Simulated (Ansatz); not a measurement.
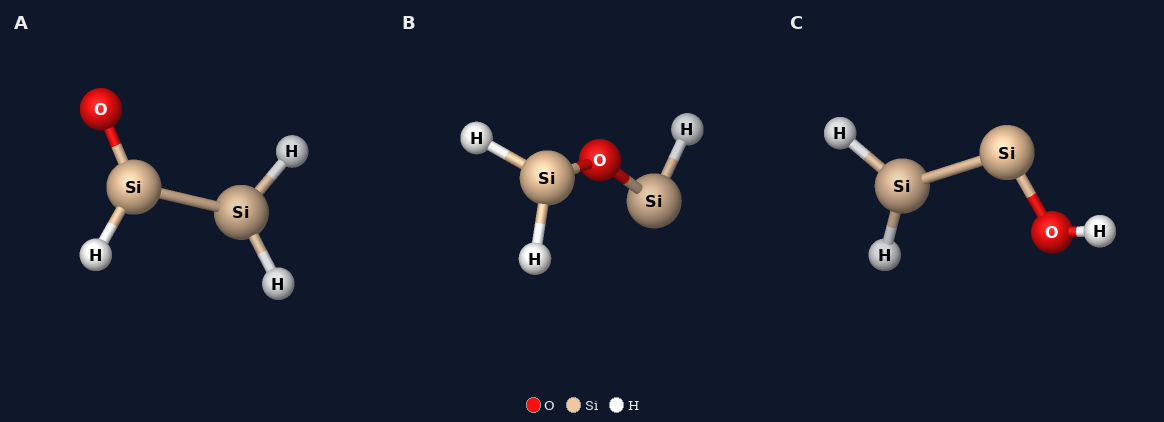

3 stationary structures of one formula. The species is neutral and a spin doublet. Geometries: PBE-D4/def2-SVP. Electronic energies: PBE-D4/def2-SVP (Ansatz 0.2.0), without zero-point energy. No frequency run is at hand to confirm each as a minimum.

**Which structure is the most stable?**

B is lowest (C1); C lies 0.163 eV above it, A lies 0.387 eV above it (C1).
